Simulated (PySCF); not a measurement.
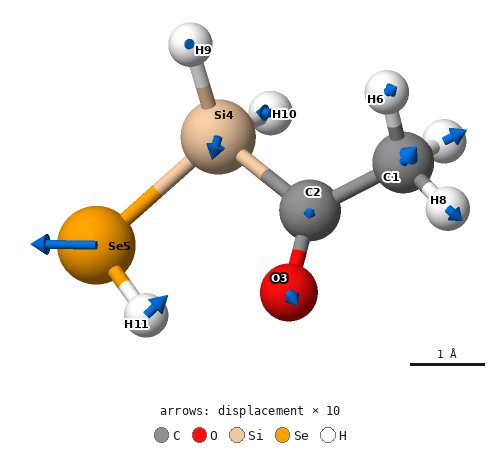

This is a relaxation of C2H6OSeSi. The starting structure is drawn; blue arrows show the displacements, magnified 10 times. The two geometries are superimposed by the best rigid fit.

The picture is a ball-and-stick view, seen at a tilt.

The start comes from GFN2-xTB. Its atoms were then displaced at random by about 0.01 Å.

These are results of PBE0-D3(BJ)/def2-SVP geometry optimisation, gas phase in PySCF 2.14.0, density-fitted response routines, not measurements. 

Which element moves most?

Selenium: up to 0.095 Å, against 0.041 Å for hydrogen.

What did the optimiser do to the structure, and how much energy did it gain?

The atom that moves furthest after the best rigid fit is the Se atom (0.095 Å). Largest moves by element: Se 0.095 Å, H 0.041 Å, C 0.039 Å, Si 0.034 Å, O 0.024 Å. Among the contacts that change: H–Se 1.423 → 1.484 Å, Se–Si 2.219 → 2.262 Å, C–C 1.466 → 1.503 Å, H–Si 1.468 → 1.495 Å. Bond angles that change, for instance: Si–Se–H 91.5° → 85.3°, H–C–H 107.4° → 110.0°, C–Si–Se 101.4° → 103.9°. Over 5 geometry steps the energy falls by 0.138 eV.
